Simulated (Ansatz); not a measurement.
# C₄H₂Cl₂Ge: geometry and vibrations

What shape does C₄H₂Cl₂Ge take? The plan is to relax it, check the end point by its vibrations and derive ideal-gas thermochemistry, and look at its orbitals and charge.

The runs use Ansatz 0.2.0, Gaussian basis; RKS PBE0-D4/def2-TZVP.

Levels to be run: relaxation at PBE-D4/def2-SVP; relaxation at PBE0-D4/def2-TZVP; harmonic vibrations at the same level; a single point in def2-TZVPP for the fields.

### Step 1. Where the work starts

SMILES `C#[C][Ge]([Cl])([Cl])[C]#C`, 9 atoms, charge 0, spin multiplicity 1.

Atoms are counted from 1 here; the program's logs count them from 0.

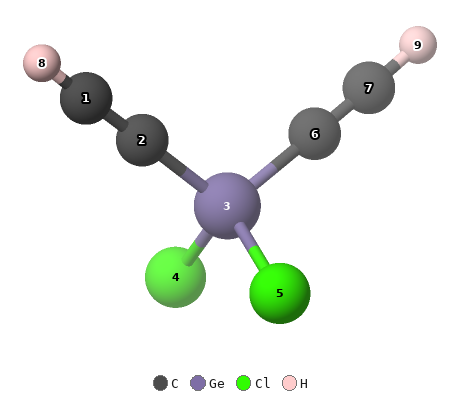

As it starts; carbon dark grey, germanium purple, chlorine green, hydrogen pink; atoms are numbered from 1 in the order of the file.

As a file:

```mol
C4H2Cl2Ge
  3D, bonds by distance, orders not assigned

  9  8  0  0  0  0  0  0  0  0999 V2000
    0.6461   -2.5651    0.7193 C   0  0
    0.4285   -1.5003    0.0911 C   0  0
    0.1395    0.1110   -0.8888 Ge  0  0
   -1.1470   -0.2297   -2.4982 Cl  0  0
    2.0681    0.7740   -1.6982 Cl  0  0
   -0.5265    1.4502    0.2819 C   0  0
   -0.9442    2.2798    1.0244 C   0  0
    0.7815   -3.4013    1.2413 H   0  0
   -1.3574    3.0351    1.7101 H   0  0
  1  2  8  0
  2  3  8  0
  3  4  8  0
  3  5  8  0
  3  6  8  0
  6  7  8  0
  1  8  8  0
  7  9  8  0
M  END
```

The start is a force-field geometry with small random shifts, so a cheaper pass at PBE-D4/def2-SVP comes first.

### Step 2. Geometry optimisation, PBE-D4/def2-SVP (cheap first pass)

Input file in.yaml:

```yaml
crystal:
  periodic: [false, false, false]
  atoms:
    - {symbol: C, position_ang: [0.646100, -2.565100, 0.719300]}
    - {symbol: C, position_ang: [0.428500, -1.500300, 0.091100]}
    - {symbol: Ge, position_ang: [0.139500, 0.111000, -0.888800]}
    - {symbol: Cl, position_ang: [-1.147000, -0.229700, -2.498200]}
    - {symbol: Cl, position_ang: [2.068100, 0.774000, -1.698200]}
    - {symbol: C, position_ang: [-0.526500, 1.450200, 0.281900]}
    - {symbol: C, position_ang: [-0.944200, 2.279800, 1.024400]}
    - {symbol: H, position_ang: [0.781500, -3.401300, 1.241300]}
    - {symbol: H, position_ang: [-1.357400, 3.035100, 1.710100]}
basis:
  gaussian: {orbitals: def2-SVP}
hamiltonian: {xc: pbe, dispersion: d4}
relax: {f_tol: 0.03, max_steps: 200}
```

Command:

```console
> ansatz run in.yaml --threads 4 --pin off --events-out ev --progress --plain --max-ram 11315MiB
```

Standard output, shortened:

```text
Functional definition: PBE
  name "PBE"
  cite "Perdew, Burke & Ernzerhof, Phys. Rev. Lett. 77, 3865 (1996) doi:10.1103/PhysRevLett.77.3865"
  parent pbe
[...]
1489 factors; their error is unknown
[...]
mean field -85699.90294285 eV, -3149.4133436693 hartree, gradient 3.3e-5 eV, S^2 0.000000; 0 other end points of the search recorded, 0 dependent functions left out
[...]
reference -85699.90297944 eV, -3149.4133450138 hartree; 46, 46 occupied and 88, 88 virtual orbitals, 1489 factors
relax step   1: F+E_penalty+E_count = -85700.21351284 eV  Δ(F+E_penalty+E_count) = +0.000e0 eV  max|allowed force component| = 5.933e0 eV/Å  Δτ_max = 0.0000 Å  (30 SCF iters, accepted)
[...]
relax step   3: F+E_penalty+E_count = -85700.56996499 eV  Δ(F+E_penalty+E_count) = -9.883e-3 eV  max|allowed force component| = 7.493e-2 eV/Å  Δτ_max = 0.0271 Å  (31 SCF iters, accepted)
[...]
relax step   4: F+E_penalty+E_count = -85700.57144301 eV  Δ(F+E_penalty+E_count) = -1.478e-3 eV  max|allowed force component| = 3.058e-3 eV/Å  Δτ_max = 0.0138 Å  (29 SCF iters, accepted)
1489 factors; their error is unknown
mean field -85700.26145969 eV, -3149.4265189199 hartree, gradient 9.6e-6 eV, S^2 0.000000; 1 other end points of the search recorded, 0 dependent functions left out
[...]
reference -85700.26149671 eV, -3149.4265202806 hartree; 46, 46 occupied and 88, 88 virtual orbitals, 1489 factors
Total energy: -85700.57148004 eV, -3149.4379119576 hartree
Atom 0 at     0.641465    -2.567157     0.688394 Å, force    -0.001478     0.000227     0.002468 eV/Å
Atom 1 at     0.458180    -1.513970     0.087047 Å, force     0.002458    -0.002603    -0.001590 eV/Å
Atom 2 at     0.180516     0.107821    -0.839754 Å, force    -0.000055    -0.000385     0.003058 eV/Å
Atom 3 at    -1.190714    -0.233747    -2.475027 Å, force    -0.000952    -0.000158    -0.000506 eV/Å
Atom 4 at     2.059286     0.780579    -1.669813 Å, force     0.000217     0.001099    -0.000369 eV/Å
Atom 5 at    -0.518399     1.453466     0.285879 Å, force    -0.000563     0.002653     0.000584 eV/Å
Atom 6 at    -0.971850     2.326600     1.018315 Å, force    -0.000295    -0.000819     0.001261 eV/Å
Atom 7 at     0.802380    -3.496144     1.221284 Å, force     0.000173    -0.000409    -0.002135 eV/Å
Atom 8 at    -1.372264     3.096253     1.666574 Å, force     0.000495     0.000395    -0.002772 eV/Å
Dipole moment:    -0.101836    -0.067049     0.498519 e Å
```

Wall time 7 s (4 threads of Arm Neoverse V2, shared host).

Step by step:

```csv
step,energy from step 1 (eV),largest force component (eV/Å)
1,0.0000,5.9328
2,-0.3466,0.6082
3,-0.3565,0.0749
4,-0.3579,0.0031
```

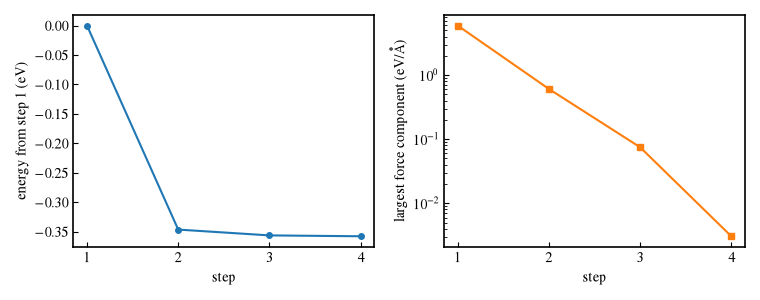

Energy and force, step by step.

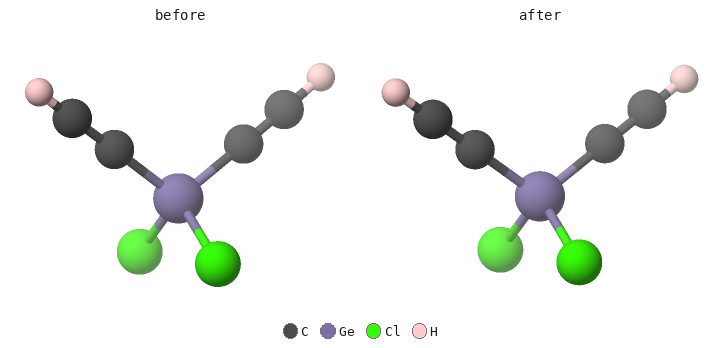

Before and after, at one scale.

Distances of close pairs at the start and the end, largest changes first:

```csv
bond,before (Å),after (Å),change (Å)
C1–H8,0.995,1.083,+0.088
Ge3–Cl4,2.088,2.161,+0.073
C6–C7,1.189,1.227,+0.037
Ge3–Cl5,2.194,2.161,-0.033
C1–C2,1.255,1.227,-0.029
C2–Ge3,1.908,1.888,-0.019
C7–H9,1.101,1.083,-0.018
Ge3–C6,1.899,1.888,-0.011
```

### Step 3. Geometry optimisation, PBE0-D4/def2-TZVP

Input file in.yaml:

```yaml
crystal:
  periodic: [false, false, false]
  atoms:
    - {symbol: C, position_ang: [0.641465, -2.567157, 0.688394]}
    - {symbol: C, position_ang: [0.458180, -1.513970, 0.087047]}
    - {symbol: Ge, position_ang: [0.180516, 0.107821, -0.839754]}
    - {symbol: Cl, position_ang: [-1.190714, -0.233747, -2.475027]}
    - {symbol: Cl, position_ang: [2.059286, 0.780579, -1.669813]}
    - {symbol: C, position_ang: [-0.518399, 1.453466, 0.285879]}
    - {symbol: C, position_ang: [-0.971850, 2.326600, 1.018315]}
    - {symbol: H, position_ang: [0.802380, -3.496144, 1.221284]}
    - {symbol: H, position_ang: [-1.372264, 3.096253, 1.666574]}
basis:
  gaussian: {orbitals: def2-TZVP}
hamiltonian: {xc: pbe0, dispersion: d4}
relax: {f_tol: 0.005, max_steps: 150}
```

Launched as before.

Standard output, shortened:

```text
Functional definition: PBE0
  name "PBE0"
  cite "Adamo & Barone, J. Chem. Phys. 110, 6158 (1999) doi:10.1063/1.478522"
  cite "Perdew, Burke & Ernzerhof, Phys. Rev. Lett. 77, 3865 (1996) doi:10.1103/PhysRevLett.77.3865"
  parent pbe
[...]
1745 factors; their error is unknown
[...]
mean field -85724.36277533 eV, -3150.3122259333 hartree, gradient 1.9e-5 eV, S^2 0.000000; 0 other end points of the search recorded, 0 dependent functions left out
[...]
reference -85724.36281026 eV, -3150.3122272170 hartree; 46, 46 occupied and 212, 212 virtual orbitals, 1745 factors
relax step   1: F+E_penalty+E_count = -85724.63241966 eV  Δ(F+E_penalty+E_count) = +0.000e0 eV  max|allowed force component| = 1.752e0 eV/Å  Δτ_max = 0.0000 Å  (34 SCF iters, accepted)
[...]
Total energy: -85724.71903474 eV, -3150.3253182252 hartree
Atom 0 at     0.636635    -2.543197     0.676952 Å, force    -0.002532     0.003178     0.002173 eV/Å
Atom 1 at     0.456169    -1.508335     0.090297 Å, force     0.001873     0.000012    -0.000513 eV/Å
Atom 2 at     0.178545     0.106243    -0.828057 Å, force    -0.000767    -0.000053     0.000943 eV/Å
Atom 3 at    -1.173729    -0.230748    -2.438841 Å, force    -0.000828    -0.000251    -0.000710 eV/Å
Atom 4 at     2.029757     0.770242    -1.645972 Å, force     0.000922     0.000567    -0.000420 eV/Å
Atom 5 at    -0.516694     1.446744     0.288638 Å, force     0.000297    -0.000557     0.000885 eV/Å
Atom 6 at    -0.961776     2.305897     1.003781 Å, force     0.000583    -0.003268     0.000811 eV/Å
Atom 7 at     0.795979    -3.459921     1.197857 Å, force     0.000816    -0.001917    -0.001726 eV/Å
Atom 8 at    -1.356286     3.066775     1.638243 Å, force    -0.000364     0.002288    -0.001442 eV/Å
Dipole moment:    -0.104102    -0.068715     0.509770 e Å
```

Wall time 36 s (4 threads of Arm Neoverse V2, shared host); peak memory 1 GiB.

Step by step:

```csv
step,energy from step 1 (eV),largest force component (eV/Å)
1,0.0000,1.7521
2,-0.0857,0.1495
3,-0.0866,0.0094
4,-0.0866,0.0033
```

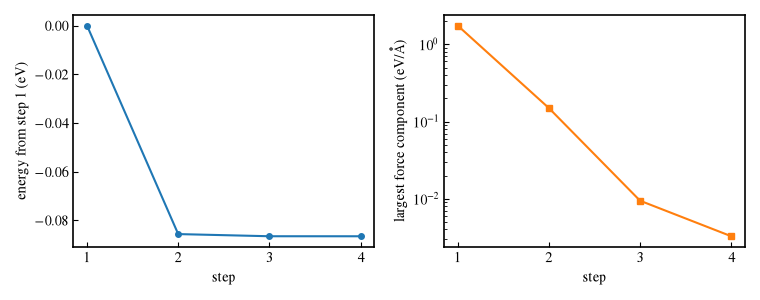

Energy and largest force along the relaxation.

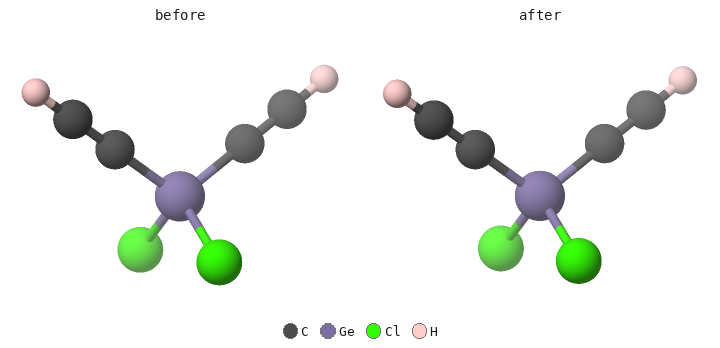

Before and after, at one scale.

Close pairs (by a distance rule), those that changed most:

```csv
bond,before (Å),after (Å),change (Å)
Ge3–Cl5,2.161,2.130,-0.031
Ge3–Cl4,2.161,2.130,-0.031
C6–C7,1.227,1.203,-0.023
C1–C2,1.227,1.203,-0.023
C7–H9,1.083,1.066,-0.017
C1–H8,1.083,1.066,-0.017
Ge3–C6,1.888,1.878,-0.010
C2–Ge3,1.888,1.878,-0.010
```

Mulliken charges at the end point, from the run's report:

```csv
atom,value (e)
C1,-0.28
C2,-0.01
Ge3,0.72
Cl4,-0.26
Cl5,-0.26
C6,-0.01
C7,-0.28
H8,0.19
H9,0.19
```

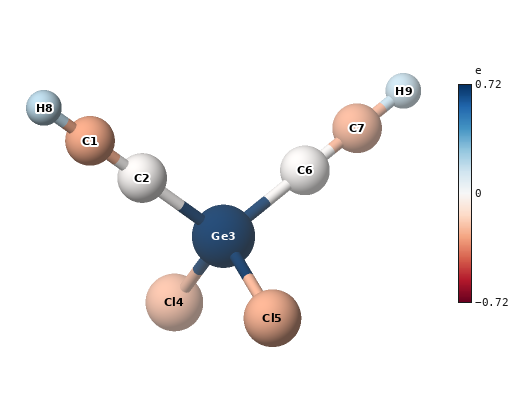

Mulliken charges at the end point, from the run's report, as colours on the atoms.

### Step 4. Vibrations by finite differences

Input file in.yaml:

```yaml
crystal:
  periodic: [false, false, false]
  atoms:
    - {symbol: C, position_ang: [0.636635, -2.543197, 0.676952]}
    - {symbol: C, position_ang: [0.456169, -1.508335, 0.090297]}
    - {symbol: Ge, position_ang: [0.178545, 0.106243, -0.828057]}
    - {symbol: Cl, position_ang: [-1.173729, -0.230748, -2.438841]}
    - {symbol: Cl, position_ang: [2.029757, 0.770242, -1.645972]}
    - {symbol: C, position_ang: [-0.516694, 1.446744, 0.288638]}
    - {symbol: C, position_ang: [-0.961776, 2.305897, 1.003781]}
    - {symbol: H, position_ang: [0.795979, -3.459921, 1.197857]}
    - {symbol: H, position_ang: [-1.356286, 3.066775, 1.638243]}
basis:
  gaussian: {orbitals: def2-TZVP}
hamiltonian: {xc: pbe0, dispersion: d4}
phonons: {temperatures: {t_min: 298.15, t_max: 900, t_step: 200}}
```

Launched as before.

Standard output, shortened:

```text
Functional definition: PBE0
  name "PBE0"
  cite "Adamo & Barone, J. Chem. Phys. 110, 6158 (1999) doi:10.1063/1.478522"
  cite "Perdew, Burke & Ernzerhof, Phys. Rev. Lett. 77, 3865 (1996) doi:10.1103/PhysRevLett.77.3865"
  parent pbe
[...]
1745 factors; their error is unknown
[...]
mean field -85724.44558673 eV, -3150.3152691962 hartree, gradient 1.8e-5 eV, S^2 0.000000; 0 other end points of the search recorded, 0 dependent functions left out
[...]
reference -85724.44562131 eV, -3150.3152704669 hartree; 46, 46 occupied and 212, 212 virtual orbitals, 1745 factors
[...]
1745 factors; their error is unknown
mean field -85724.44556102 eV, -3150.3152682513 hartree, gradient 1.1e-6 eV, S^2 0.000000; 0 other end points of the search recorded, 0 dependent functions left out
[...]
reference -85724.44559559 eV, -3150.3152695219 hartree; 46, 46 occupied and 212, 212 virtual orbitals, 1745 factors
[...]
Atom 1 at     0.456169    -1.508335     0.090297 Å, force     0.001869     0.000047    -0.000537 eV/Å
Atom 2 at     0.178545     0.106243    -0.828057 Å, force    -0.000803    -0.000047     0.000944 eV/Å
Atom 3 at    -1.173729    -0.230748    -2.438841 Å, force    -0.000812    -0.000243    -0.000702 eV/Å
Atom 4 at     2.029757     0.770242    -1.645972 Å, force     0.000930     0.000569    -0.000428 eV/Å
Atom 5 at    -0.516694     1.446744     0.288638 Å, force     0.000317    -0.000590     0.000857 eV/Å
Atom 6 at    -0.961776     2.305897     1.003781 Å, force     0.000566    -0.003237     0.000837 eV/Å
Atom 7 at     0.795979    -3.459921     1.197857 Å, force     0.000812    -0.001892    -0.001739 eV/Å
Atom 8 at    -1.356286     3.066775     1.638243 Å, force    -0.000362     0.002285    -0.001446 eV/Å
Dipole moment:    -0.104101    -0.068714     0.509770 e Å
Vibrations: 78.94 90.86 97.96 130.75 148.36 276.43 287.85 333.88 351.37 420.32 449.13 527.04 559.88 737.90 738.42 738.96 739.54 2177.03 2177.76 3465.22 3465.47 cm⁻¹, zero-point energy 1.115428 eV
```

Run time: 4.7 min. Hardware: 4 threads of Arm Neoverse V2, shared host; peak memory 1 GiB.

Motions are named by where the mode's potential energy lies. Wavenumbers, unscaled:

```csv
mode,cm⁻¹,motion
1,79,bend
2,91,bend
3,98,bend
4,131,bend
5,148,bend
6,276,bend
7,288,bend
8,334,bend
9,351,bend
10,420,Ge–Cl stretch
11,449,Ge–Cl stretch
12,527,Ge–C stretch
13,560,Ge–C stretch
14,738,bend
15,738,bend
16,739,bend
17,740,bend
18,2177,C–C stretch
19,2178,C–C stretch
20,3465,C–H stretch
21,3465,C–H stretch
```

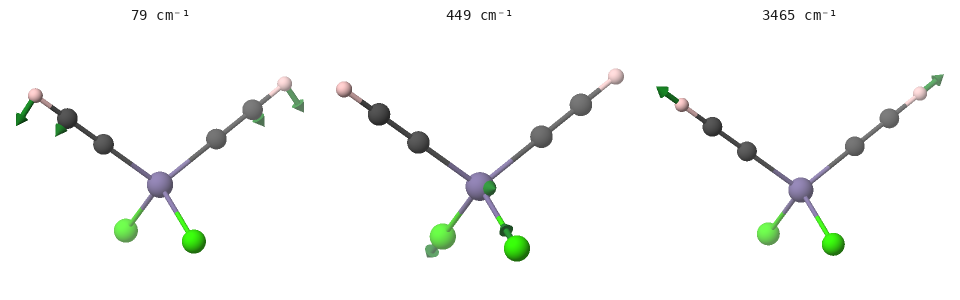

Displacements of 3 modes, as arrows.

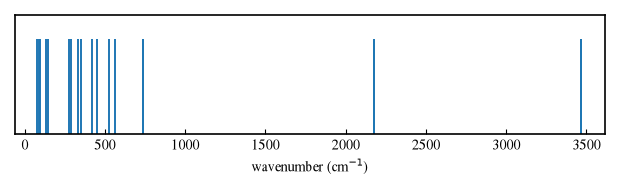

The harmonic wavenumbers as sticks (no intensities were computed).

From these modes and the moments of inertia (298.15 K, 1 bar, symmetry number 2):

```csv
term,value
zero-point energy,107.6 kJ/mol
H(298) − E,134.7 kJ/mol
"entropy, translation",174.5 J/(mol K)
"entropy, rotation",118.8 J/(mol K)
"entropy, vibration",108.7 J/(mol K)
"entropy, total",402.1 J/(mol K)
```

### Step 5. A single point for the fields

in.yaml, as its differences from that of step 4:

```diff
@@ -13,4 +13,4 @@
 basis:
-  gaussian: {orbitals: def2-TZVP}
+  gaussian: {orbitals: def2-TZVPP}
 hamiltonian: {xc: pbe0, dispersion: d4}
-phonons: {temperatures: {t_min: 298.15, t_max: 900, t_step: 200}}
+output: {orbitals: {seedname: orbitals}}
```

The command is unchanged.

Standard output:

```text
Functional definition: PBE0
  name "PBE0"
  cite "Adamo & Barone, J. Chem. Phys. 110, 6158 (1999) doi:10.1063/1.478522"
  cite "Perdew, Burke & Ernzerhof, Phys. Rev. Lett. 77, 3865 (1996) doi:10.1103/PhysRevLett.77.3865"
  parent pbe
  parameter a = 0.25
  parameter kappa = 0.804
  parameter beta = 0.06672455060314922
  exchange = (1 - a)*pbe_x(kappa = kappa, mu = beta*pi^2/3) + a*exact_x
  correlation = pbe_c(beta = beta)
1889 factors; their error is unknown
mean field evaluation 1: about -85714.8949 eV, gradient 6.5e1 eV
mean field evaluation 2: about -85710.4001 eV, gradient 7.8e1 eV
mean field evaluation 4: about -85723.8763 eV, gradient 1.0e1 eV
mean field evaluation 8: about -85724.1269 eV, gradient 2.9e-1 eV
mean field evaluation 16: about -85724.4689 eV, gradient 9.9e-4 eV
mean field -85724.46892036 eV, -3150.3161266914 hartree, gradient 4.6e-5 eV, S^2 0.000000; 0 other end points of the search recorded, 0 dependent functions left out
reference -85724.46895475 eV, -3150.3161279549 hartree; 46, 46 occupied and 238, 238 virtual orbitals, 1889 factors
Total energy: -85724.74236839 eV, -3150.3261757209 hartree
```

It took 6 s on 4 threads of Arm Neoverse V2, shared host; peak memory 1.1 GiB.

The fields below are evaluated on a grid from the run's orbitals.

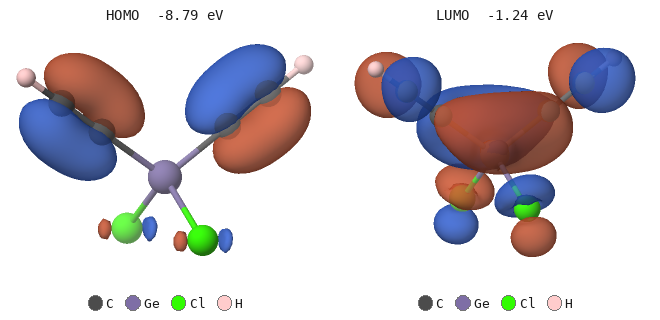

Frontier orbitals at PBE0-D4/def2-TZVPP; each surface holds 70 % of the orbital's density, blue and red mark the sign.

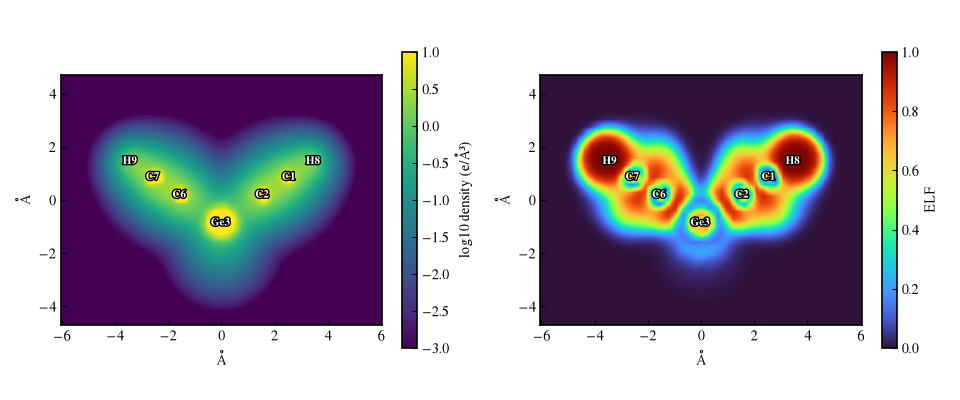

Density (left) and ELF (right) in a plane through or near 7 of the atoms.

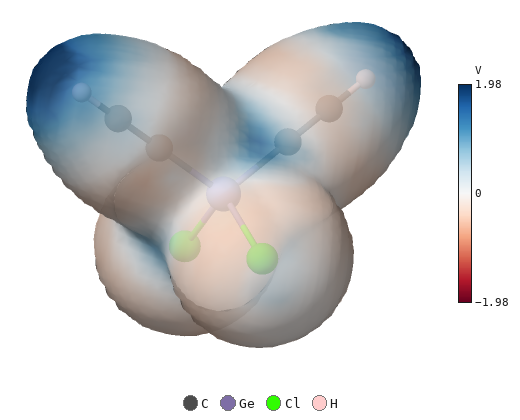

The potential that a unit positive charge feels on the 0.002 e/bohr³ surface, from -0.45 V near Cl4 to 1.98 V near H9.

### Step 6. Summary of results

| quantity | value |
| --- | --- |
| point group | C2v |
| steps | 4 + 4 |
| shift from the start (rms) | 0.058 Å |
| total energy | -85724.7190 eV |
| dispersion term | -273 meV |
| dipole moment | 2.52 D |
| lowest, highest wavenumber | 79, 3465 cm⁻¹ |
| zero-point energy | 107.6 kJ/mol |
| entropy at 298.15 K | 402.1 J/(mol K) |
| HOMO, LUMO | -8.79, -1.24 eV |

In words: The relaxed geometry lies 0.06 Å (rms) from the start; the bond that changed most is C1–H8, from 0.995 to 1.066 Å. No mode is imaginary: a true minimum at this level. The stiffest mode, 3465 cm⁻¹, is a C–H stretch, and 5 modes under 200 cm⁻¹ make the vibrational entropy uncertain. Harmonic hybrid wavenumbers usually lie a few per cent above measured fundamentals. The largest Mulliken charge, +0.72 e, sits on Ge3. The HOMO lies mostly on 4 C atoms about 22 % each and the LUMO on Ge3 21 %; 4 C atoms about 13 % each.
